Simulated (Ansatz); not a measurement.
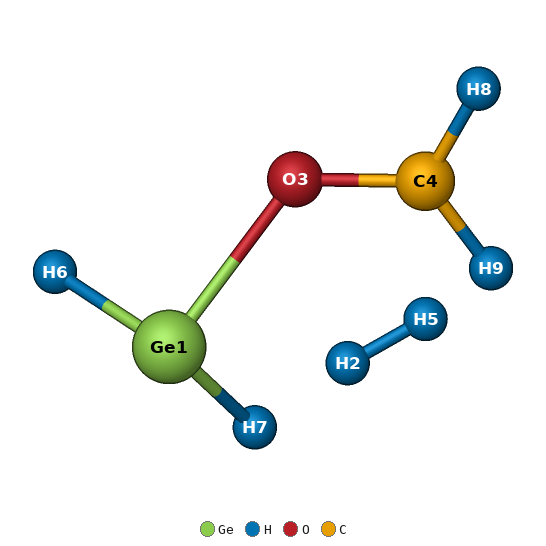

Harmonic vibrations computed with RKS PBE0-D4/def2-SVP (Ansatz 0.2.0) at a stationary point of the same level.

### Is this a minimum or a saddle point?

A first-order saddle point: one imaginary frequency, 183i cm⁻¹.

### How many vibrational modes are there, and where do they lie?

21 modes: 183i, 175, 246, 358, 396, 464, 572, 632, 681, 884, 1039, 1065, 1108, 1239, 1480, 1667, 1952, 2009, 3055, 3170, 3179 cm⁻¹.
